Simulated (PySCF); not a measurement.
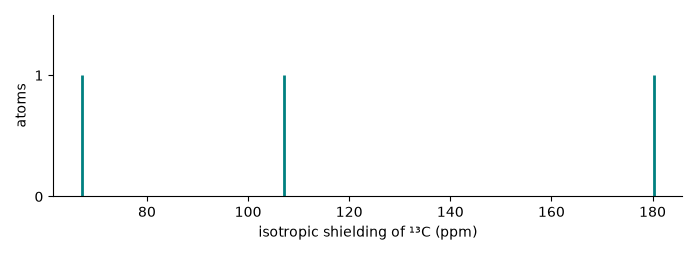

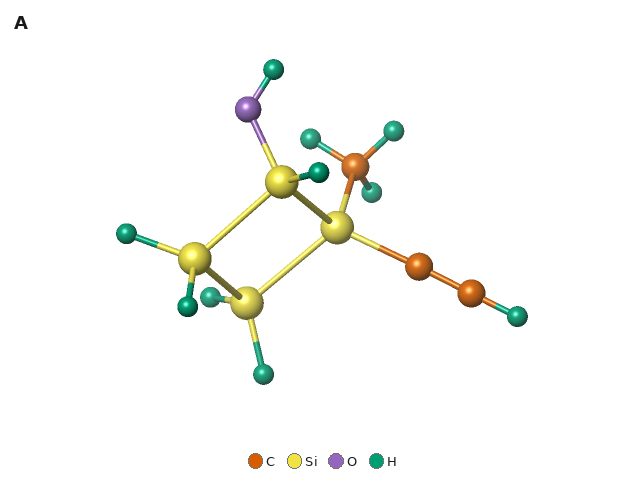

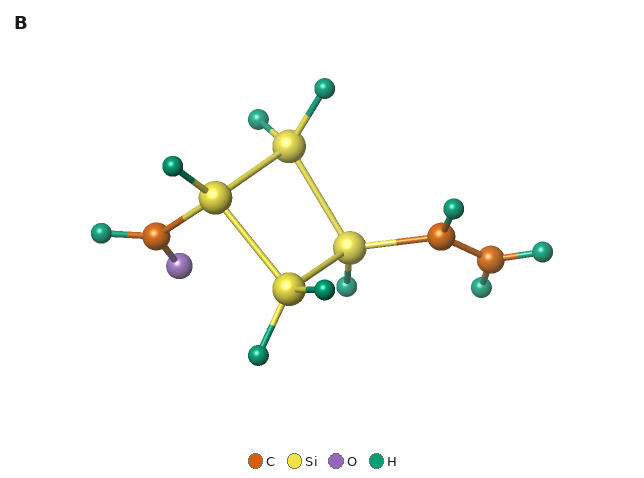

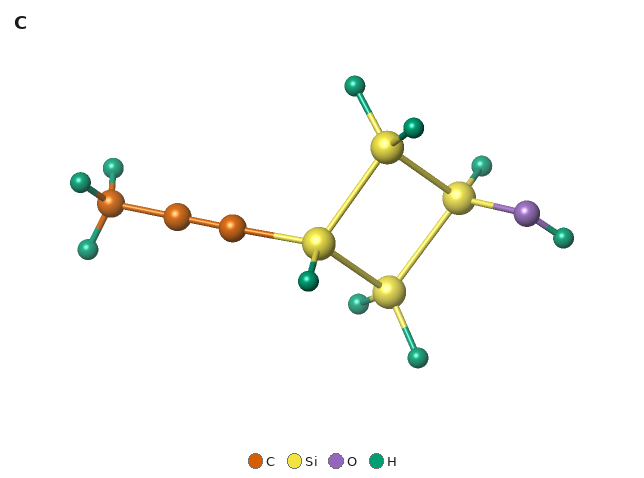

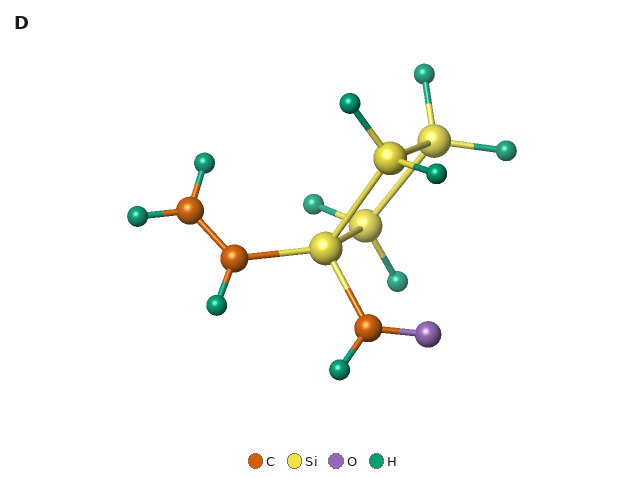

The sticks are computed shieldings of one of the molecules, for one fixed geometry (GFN2-xTB) without averaging over rotations. Low shielding means a high chemical shift. Method: GIAO PBE0/pcSseg-1 NMR shielding, non-relativistic, gas phase (PySCF 2.14.0).

> Match the spectrum to a structure.

C, `CC#C[Si@H]1[SiH2][Si@H](O)[SiH2]1`. Its 3 C atoms give lines at 67.1, 107.2, 180.2 ppm.

The geometry is semi-empirical. Around Si such bond lengths and angles can be off by a tenth of an ångström or more and by several degrees, and values that hang on the shape move with them.
